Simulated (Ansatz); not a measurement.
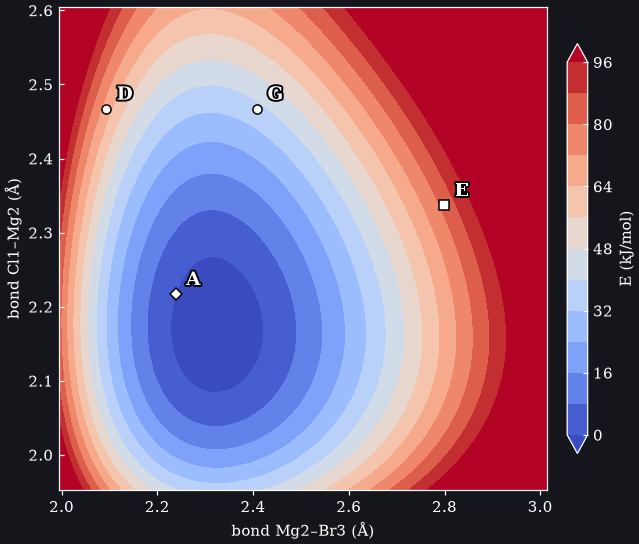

BrClMg, SMILES [Cl][Mg][Br]. Two internal coordinates are moved rigidly from the geometry relaxed at PBE0-D4/def2-TZVP, all others fixed. The first coordinate is: bond Mg2–Br3; the second: bond Cl1–Mg2. The grid has 7 × 7 points. Energies are in kJ/mol, from the lowest grid point. All numbers below come from RKS PBE0-D4/def2-TZVPP in Ansatz.

The picture shows filled contours, one colour for all values above the top of the scale, lettered points. Between grid points the surface is interpolated.

Question: Rank the lettered points by energy, lowest first.

Answer: A (0 kJ/mol), G (38 kJ/mol), D (68 kJ/mol), E (82 kJ/mol).

Question: What kind of point is each of A, D, E, G: minimum, saddle, maximum or slope?

Answer: A: minimum; D: on a slope; E: on a slope; G: on a slope. (In these two coordinates alone; a stationary point may lie a little off the grid point.)
